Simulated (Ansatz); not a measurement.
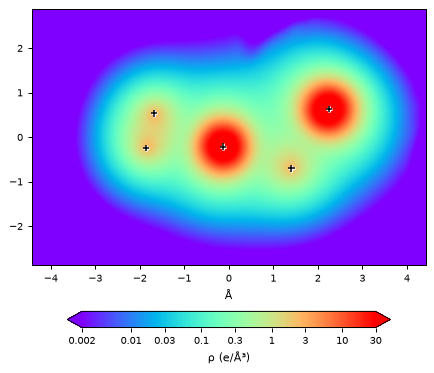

The electron density on a plane through atoms (crosses mark nuclei in the plane).

All numbers below come from UKS PBE0-D4/def2-TZVP in Ansatz.

Candidates:
A. H3Ni2 (charge +1, triplet)
B. Be3Te2 (charge +1, quartet)

Which system is this?

Answer. Candidate A: H3Ni2 on the molecular plane, which holds Ni and H. H4···H5 (0.79 Å): the density falls to about 1.6 e/Å³ on the way. Ni–H (1.57 Å): ρ is about 1.1 e/Å³ halfway.
